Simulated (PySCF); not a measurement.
## Run report: C$_{2}$H$_{8}$GeNP, excited-state calculation

System: C$_{2}$H$_{8}$GeNP.
Method: TDDFT PBE0/def2-SVPD, vertical, gas phase, core orbitals frozen in the response (PySCF 2.14.0).

The geometry comes from this level: GFN2-xTB. It belongs to a series of runs on one base structure; here: H on C replaced by CH=NH.

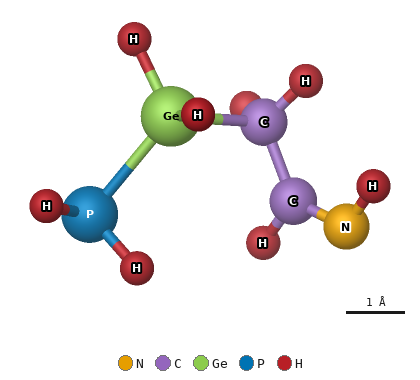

Figure 1. The structure (ball-and-stick view, seen at a tilt). Sticks mark near contacts.

**The input**
```
{"job": {"kind": "uv", "xc": "PBE0", "basis": "def2-SVPD", "nstates": 8, "ntriplets": 3}, "charge": 0, "multiplicity": 1}
N      2.052188    -1.205921     0.426937
C      1.339477    -0.770804    -0.510692
C      0.943328     0.630487    -0.791217
Ge    -0.893633     0.904208    -0.039546
P     -2.271807    -0.779238    -0.788058
H      2.431219    -0.481409     1.038886
H      0.916582    -1.520717    -1.178325
H      1.632689     1.337863    -0.328939
H      0.903688     0.813227    -1.864774
H     -1.376026     2.267188    -0.494450
H     -0.758643     1.025379     1.467024
H     -1.662994    -1.715897     0.036305
H     -3.260454    -0.503878     0.147873
```

The first line tells a small driver script what to run in PySCF; the rest is the geometry in Å.

Machine: 1 CPU thread, shared host.

Launched with:
```bash
OMP_NUM_THREADS=1 python <driver script> task.json out
```

**The program's output**
```
coarse grid: 49088 points
cycle   1  E = -2553.0526170943  dE = -2.747e-01  |g| = 5.238e-01  |ddm| = 4.650e+00
cycle   2  E = -2552.9952748393  dE =  5.734e-02  |g| = 7.421e-01  |ddm| = 2.692e+00
cycle   3  E = -2553.1010079951  dE = -1.057e-01  |g| = 1.268e-01  |ddm| = 1.974e+00
cycle   4  E = -2553.1044073318  dE = -3.399e-03  |g| = 3.339e-02  |ddm| = 2.197e-01
cycle   5  E = -2553.1046501614  dE = -2.428e-04  |g| = 5.966e-03  |ddm| = 6.101e-02
cycle   6  E = -2553.1046616574  dE = -1.150e-05  |g| = 1.345e-03  |ddm| = 1.294e-02
cycle   7  E = -2553.1046621861  dE = -5.287e-07  |g| = 3.303e-04  |ddm| = 2.366e-03
final grid: 101352 points
cycle   8  E = -2553.1046868701  dE = -5.814e-08  |g| = 4.144e-04  |ddm| = 6.012e-03
cycle   9  E = -2553.1046868112  dE =  5.892e-08  |g| = 6.631e-04  |ddm| = 1.932e-03
cycle  10  E = -2553.1046869099  dE = -9.867e-08  |g| = 9.136e-05  |ddm| = 1.271e-03
cycle  11  E = -2553.1046869119  dE = -2.036e-09  |g| = 1.050e-05  |ddm| = 1.577e-04
cycle  12  E = -2553.1046869119  dE = -3.411e-11  |g| = 3.579e-06  |ddm| = 2.487e-05
```

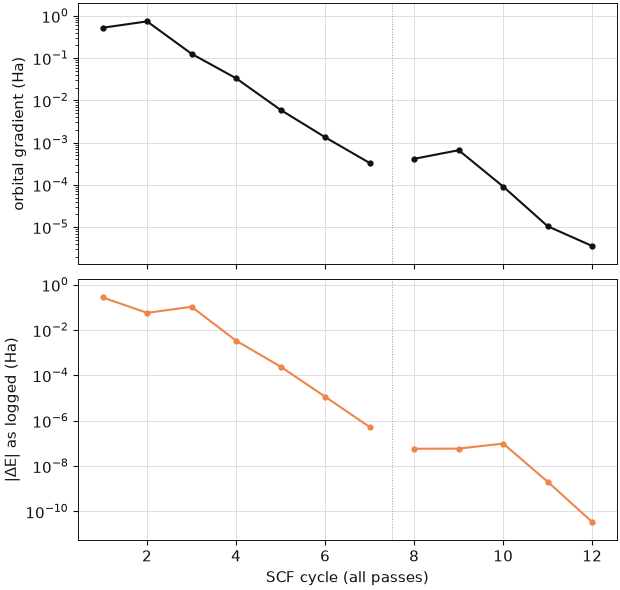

Figure 2. Convergence of the self-consistent field: orbital gradient and size of the energy change against the SCF cycle. The dotted line marks the change from a coarse to the final integration grid. The first 7 cycles use a coarse grid, the final grid takes over at cycle 8, and the field converges after 12 cycles in all.

```
converged SCF energy = -2553.1046869119

Static polarisability (au): isotropic 90.849, principal 76.506 90.704 105.336

Singlet excitations
state   eV       nm        f      main configurations
  1   5.1611    240.2   0.00180   H->L 0.85
  2   6.3419    195.5   0.00428   H-1->L 0.95
  3   6.3882    194.1   0.00073   H->L+1 0.85, H->L 0.08
  4   6.7120    184.7   0.08707   H-1->L+1 0.43, H-1->L+2 0.26, H-1->L+3 0.22
  5   6.7494    183.7   0.02183   H->L+2 0.70, H->L+3 0.10
  6   6.8332    181.4   0.11433   H-1->L+2 0.38, H-1->L+1 0.33, H->L+3 0.13
  7   6.9302    178.9   0.01670   H->L+3 0.65, H->L+2 0.16, H-1->L+2 0.12
  8   6.9847    177.5   0.04036   H-1->L+3 0.63, H-1->L+1 0.10, H-2->L 0.08

Triplet excitations (Tamm-Dancoff, eV): 4.3561 4.9697 5.4473
```

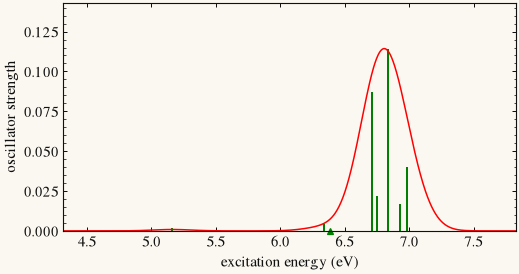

Figure 3. Computed excitations as sticks (degenerate states added up, dark ones marked on the axis), with a Gaussian envelope of 0.35 eV full width at half maximum, scaled to the tallest. Of the 8 states the lowest lies at 5.16 eV (f = 0.002); the strongest line is at 6.83 eV, or 181 nm (f = 0.114).

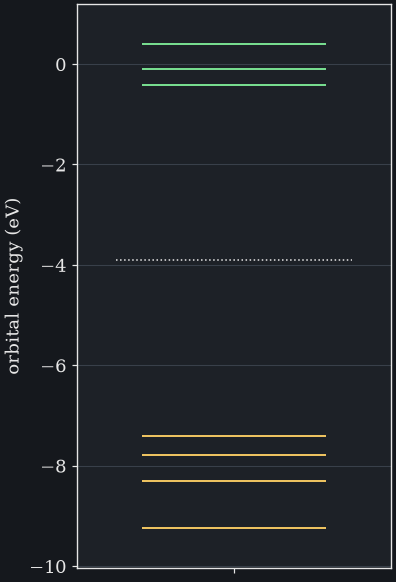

Figure 4. Orbital energies near the frontier; the dotted line parts filled from empty levels, and levels within 0.02 eV of each other stand side by side. Highest filled −7.40 eV, lowest empty −0.41 eV, 6.99 eV apart.

**Key numbers**

```csv
quantity,value
outcome,converged
total energy,−2553.104687 hartree
HOMO,−7.40 eV
LUMO,−0.41 eV
dipole moment,2.24 D
mean polarisability,90.85 a.u.
lowest singlet excitation,5.16 eV
wall time,26 s
peak memory,0.72 GiB
```

**Notes**

Spin–orbit coupling is left out, which matters for the heavy atoms.
